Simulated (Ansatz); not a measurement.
## Pressure series in HgSe

Start from HgSe in the zinc blende structure (space group F-43m, No. 216).

```yaml
crystal:
  lattice:
    - [0.00000, 3.12980, 3.12980]
    - [3.12980, 0.00000, 3.12980]
    - [3.12980, 3.12980, 0.00000]
  atoms:
    - { symbol: Se, position: [0.75000, 0.75000, 0.75000] }
    - { symbol: Hg, position: [0.00000, 0.00000, 0.00000] }
```

Cell and atoms are relaxed at each pressure.

Method: PBE (Ansatz, a program for electronic structure, PAW, spin-orbit coupling left out), earlier PAW set.

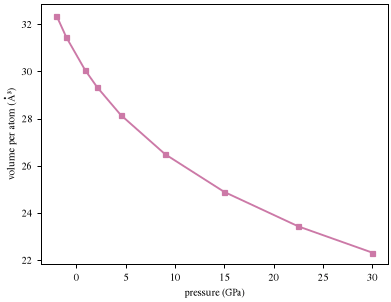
Fig. 1. Volume against pressure

Q: Estimate the zero-pressure bulk modulus from the plot.

A: About 43 GPa; a third-order Birch–Murnaghan fit to the points gives V₀ = 30.66 Å³/atom, B₀ = 43 GPa and B₀′ = 4.9.

Measured bulk modulus of HgSe: 50 GPa (temperature not stated; as listed in Cormac Toher et al., Physical Review Materials (2017)); the computed value is for a static lattice, so the two differ by thermal effects too.

Load acts through the strain it causes; cell and atoms are relaxed under it. No phonon test of stability was made. Tetrahedral semiconductors of this kind turn to denser phases somewhere between about 1 and 50 GPa; those were not computed, so compressed cells here can lie past the real transition. The final runs are not spin-polarised.
